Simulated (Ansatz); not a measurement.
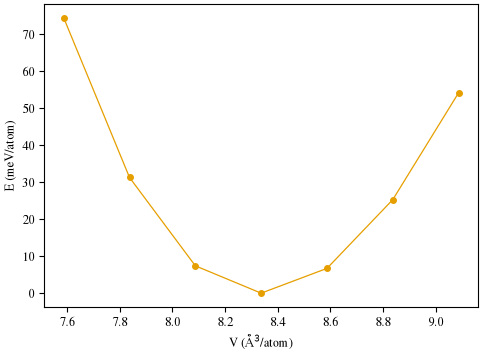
Mn$_{2}$SiB$_{2}$ in space group Cmmm (No. 65; Si on 2a, Mn on 4j, B on 4i) under volume change, PBEsol in the plane-wave PAW code Ansatz, shape and atoms relaxed at each volume.

Task: What does a third-order Birch–Murnaghan fit give for V₀, B₀ and B′?

Result: V₀ = 8.34 Å³/atom, B₀ = 299 GPa, B′ = 4.3.

The start of the workflow was typed in or built on a structure type; neither database checked (COD, Materials Project) lists it. Whether it is the stable phase at ambient conditions was not checked. The cell was relaxed with PBEsol under the symmetry of its start; whether a distortion lowers the energy is not shown. The workflow began spin-polarised and lost its moments.

Potentials: the later of the program's two PAW sets.
